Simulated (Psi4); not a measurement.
# C2HFN+ (SMILES Fc1[cH+]n1) at HF/6-31G (sweep point 3)

Aim: the vertical ionisation energy of C2HFN+ at HF/6-31G (sweep point 3), from 2 runs. 

The results are computed with Psi4 1.11.

## Step 1: The system as given

C2HFN+ has 5 atoms, charge +1, and is taken as a singlet. SMILES: `Fc1[cH+]n1`. The coordinates come from a GFN2-xTB relaxation.

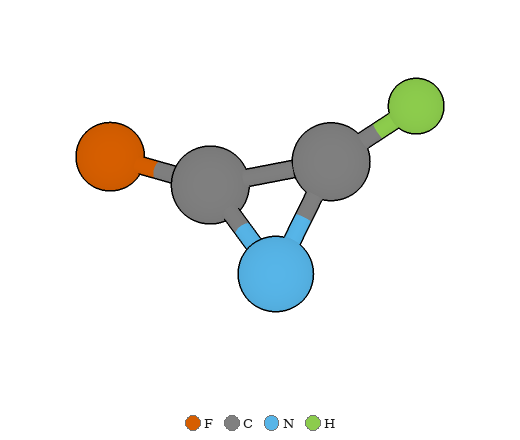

Viewed from a chosen angle; fluorine orange, carbon grey, nitrogen blue, hydrogen green.

## Step 2: The energy at HF/6-31G (sweep point 3)

job.dat

```
memory 1.6 GB

molecule m {
  1 1
  F      0.149560    -1.546570     1.034770
  C     -0.050600    -0.614570     0.246480
  C      0.095300     0.673310    -0.210680
  N     -0.656780    -0.204000    -0.874210
  H      0.462520     1.691830    -0.196360
  units angstrom
  symmetry c1
}

set globals {
  basis 6-31G
  puream true
  scf_type pk
}

e_tot = energy("hf")
```

The run is started by

```bash
$ psi4 job.dat job.out -n 1
```

job.out (excerpt; [...] marks lines left out):

```text
[...]
  Running in c1 symmetry.
[...]
  Nuclear repulsion =  102.200524174314381
[...]
  Multiplicity = 1
[...]
  Nalpha       = 14
  Nbeta        = 14
[...]
    Number of basis functions: 38
[...]
   @RHF iter   1:  -229.54525067565115    1.98151e-01   1.07230e-02 DIIS/ADIIS
[...]
   @RHF iter  10:  -229.64464013866186   -1.25630e-08   3.74243e-07 DIIS
[...]
    Orbital Energies [Eh]
    ---------------------
    Doubly Occupied:
       1A    -26.676732     2A    -15.997330     3A    -11.768698
       4A    -11.683782     5A     -2.026009     6A     -1.767008
       7A     -1.188502     8A     -1.182297     9A     -1.073672
      10A     -1.048381    11A     -1.027756    12A     -0.922448
      13A     -0.842765    14A     -0.772531
[...]
  @RHF Final Energy:  -229.64464013866186
   => Energetics <=
    Nuclear Repulsion Energy =            102.2005241743143813
    One-Electron Energy =                -507.7345145880983068
    Two-Electron Energy =                 175.8893502751220979
    Total Energy =                       -229.6446401386618561
[...]
 Multipole Moments:
 ------------------------------------------------------------------------------------
     Multipole            Electronic (a.u.)      Nuclear  (a.u.)        Total (a.u.)
 ------------------------------------------------------------------------------------
 L = 1.  Multiply by 2.5417464519 to convert [e a0] to [Debye]
 Dipole X            :          0.2067042            0.2936069            0.5003111
 Dipole Y            :         -1.4161289            3.0410754            1.6249465
 Dipole Z            :          1.0513260           -1.1565381           -0.1052121
 Magnitude           :                                                    1.7034764
[...]
```

Wall time 1.4 s (1 thread of Intel Xeon Platinum 8488C (Sapphire Rapids), shared host); peak memory 0.19 GiB.

## Step 3: Doublet [C2HFN]2+, same level

c2hfn.in

```
memory 1600 mb

molecule m {
  2 2
  F      0.149560    -1.546570     1.034770
  C     -0.050600    -0.614570     0.246480
  C      0.095300     0.673310    -0.210680
  N     -0.656780    -0.204000    -0.874210
  H      0.462520     1.691830    -0.196360
  symmetry c1
}

set {
  basis     6-31G
  reference uhf
  puream    true
  scf_type  pk
  maxiter   150
}

E, wfn = energy('scf', return_wfn=True)
```

The run is started by

```bash
$ psi4 -n 1 c2hfn.in c2hfn.out
```

c2hfn.out:

```text
[...]
  Running in c1 symmetry.
[...]
  Nuclear repulsion =  102.200524174314381
[...]
  Multiplicity = 2
[...]
  Nalpha       = 14
  Nbeta        = 13
[...]
    Number of basis functions: 38
[...]
   @UHF iter   1:  -228.74722266503687    9.96179e-01   1.39271e-02 ADIIS/DIIS
[...]
   @UHF iter  16:  -228.93823963107366   -1.01553e-08   6.52317e-07 DIIS
[...]
   @S^2 Observed:                8.802599615E-01
[...]
    Orbital Energies [Eh]
    ---------------------
    Alpha Occupied:
       1A    -26.974132     2A    -16.421732     3A    -12.130172
       4A    -12.035889     5A     -2.312134     6A     -2.137639
       7A     -1.567553     8A     -1.494160     9A     -1.413855
      10A     -1.336103    11A     -1.333284    12A     -1.283205
      13A     -1.213580    14A     -1.163845
    Alpha Virtual:
      15A     -0.559062    16A     -0.435292    17A     -0.313814
      18A     -0.263195    19A     -0.244246    20A     -0.138264
      21A     -0.042716    22A      0.138215    23A      0.142301
      24A      0.210047    25A      0.228134    26A      0.246376
[...]
  @UHF Final Energy:  -228.93823963107366
   => Energetics <=
    Nuclear Repulsion Energy =            102.2005241743143813
    One-Electron Energy =                -498.2516552441583713
    Two-Electron Energy =                 167.1128914387703617
    Total Energy =                       -228.9382396310736567
  UHF NO Occupations:
  HONO-2 :   12  A 1.9976672
  HONO-1 :   13  A 1.9375449
[...]
 Multipole Moments:
 ------------------------------------------------------------------------------------
     Multipole            Electronic (a.u.)      Nuclear  (a.u.)        Total (a.u.)
 ------------------------------------------------------------------------------------
 L = 1.  Multiply by 2.5417464519 to convert [e a0] to [Debye]
 Dipole X            :         -0.2123782            0.2936069            0.0812287
 Dipole Y            :         -0.7076560            3.0410754            2.3334194
 Dipole Z            :          0.0536226           -1.1565381           -1.1029155
 Magnitude           :                                                    2.5822213
[...]
```

Wall time 1.4 s (1 thread of Intel Xeon Platinum 8488C (Sapphire Rapids), shared host); peak memory 0.19 GiB.

## Step 4: Outcome

At HF/6-31G (sweep point 3):

```
                                             quantity          value
                         singlet C2HFN+: total energy  -229.64464 Eh
                          singlet C2HFN+: HOMO energy      -21.02 eV
                          singlet C2HFN+: LUMO energy       -5.34 eV
                        singlet C2HFN+: HOMO–LUMO gap       15.68 eV
                      doublet [C2HFN]2+: total energy  -228.93824 Eh
doublet [C2HFN]2+: HOMO energy (highest over α and β)      -31.26 eV
 doublet [C2HFN]2+: LUMO energy (lowest over α and β)      -17.12 eV
                              doublet [C2HFN]2+: ⟨S²⟩          0.880
 vertical ionisation energy (to the doublet dication)      19.222 eV
```

Removing an electron at fixed nuclei costs 19.22 eV (443 kcal/mol). −ε(HOMO) before ionisation, 21.02 eV, is 1.80 eV above this ionisation energy. ⟨S²⟩ (doublet [C2HFN]2+) is 0.88 where a pure doublet has 0.75: the reference is spin-contaminated.
